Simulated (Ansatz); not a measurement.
YPbF₃

Input

```
crystal:
  lattice:
    - [6.547620539, 0.0, 0.0]
    - [-3.2738102695, 5.6704057211, 0.0]
    - [0.0, 0.0, 5.1133629334]
  atoms:
    - { symbol: "Y", position: [0.3333333333, 0.6666666667, 0.75] }
    - { symbol: "Y", position: [0.6666666667, 0.3333333333, 0.25] }
    - { symbol: Pb, position: [0.0, 0.0, 0.0] }
    - { symbol: Pb, position: [0.0, 0.0, 0.5] }
    - { symbol: F, position: [0.7931808661, 0.5863617322, 0.75] }
    - { symbol: F, position: [0.4136382678, 0.2068191339, 0.75] }
    - { symbol: F, position: [0.7931808661, 0.2068191339, 0.75] }
    - { symbol: F, position: [0.2068191339, 0.4136382678, 0.25] }
    - { symbol: F, position: [0.5863617322, 0.7931808661, 0.25] }
    - { symbol: F, position: [0.2068191339, 0.7931808661, 0.25] }
basis:
  ecutwfc: 420
kpoints:
  mp_grid: { grid: [6, 6, 8] }
  band_path:
    path:
      - [[0.0, 0.0, 0.0], [0.5, 0.0, 0.0], [0.33333333, 0.33333333, 0.0], [0.0, 0.0, 0.0], [0.0, 0.0, 0.5], [0.5, 0.0, 0.5], [0.33333333, 0.33333333, 0.5], [0.0, 0.0, 0.5]]
      - [[0.5, 0.0, 0.5], [0.5, 0.0, 0.0]]
      - [[0.33333333, 0.33333333, 0.5], [0.33333333, 0.33333333, 0.0]]
    npoints: 14
hamiltonian:
  xc: pbe
scf:
  occupations: { method: gaussian, width: 0.1 }
  n_extra_bands: 25
output:
  forces: true
  stress: true
  eigenvalues: true
  populations: true
  dos: { projected: true, de: 0.02, nscf_kmesh: { grid: [8, 8, 10] } }
  bader: true
  write_density: true
  write_potential: true
  elf: true
  volumetric_format: npy
```

Command:

```sh
ansatz run input.yaml --threads 1 --pin off --max-ram 2560MiB --backend cpu --events-out ev --progress --plain --runs-dir out
```

Below, planes, directions and counts refer to the conventional cell (a = 6.55 Å, b = 6.55 Å, c = 5.11 Å, α = 90.00°, β = 90.00°, γ = 120.00°).

Space group P6₃/mmc; a structure generated by program, which may or may not match a known phase.

These are results of DFT PBE, scalar-relativistic, plane waves, PAW (Ansatz), not measurements.

Q: What will maps of the valence pseudo-density and electron localisation function show?

A: Pb–Pb (2.56 Å): ρ is about 0.57 e/Å³ halfway; the ELF is about 0.40 at the midpoint.
Pb–F (2.67 Å): ρ at the midpoint is about 0.22 e/Å³; the ELF is about 0.15 at the midpoint; no shared electron pair shows on this line.
Y–F (2.93 Å): ρ is about 0.08 e/Å³ halfway; the ELF is about 0.05 at the midpoint: no shared electron pair shows on this line.
Bader's partition of the density gives Y +1.97, Pb +0.68 and F −0.88 e.

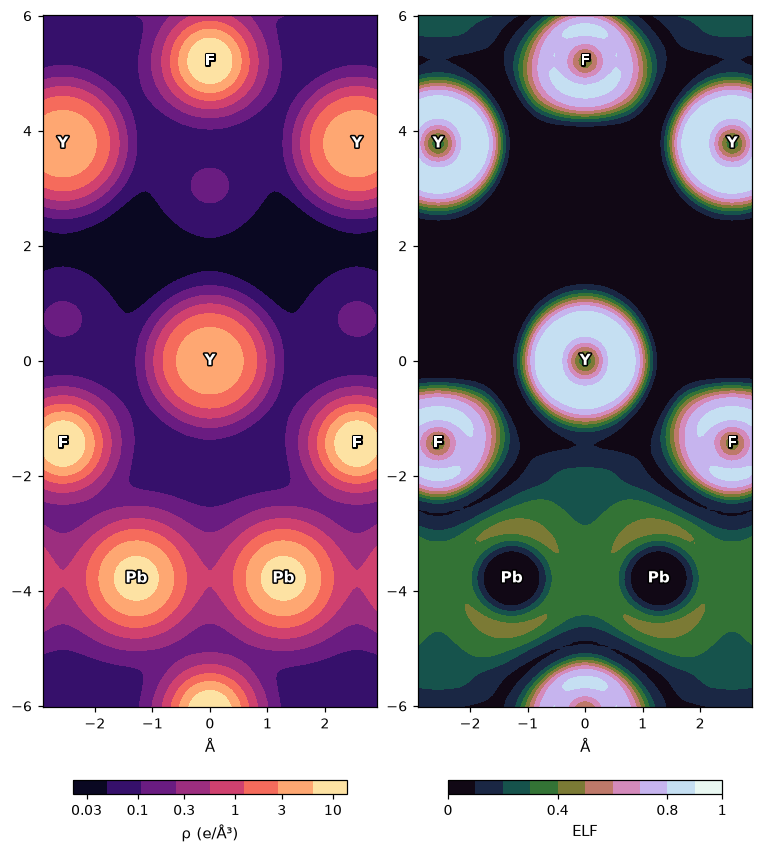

Computed valence pseudo-density and electron localisation function on the (110) plane of the conventional cell, in this order. 

The density is the valence pseudo-density of a PAW calculation; it isn't the true density close to the nuclei.
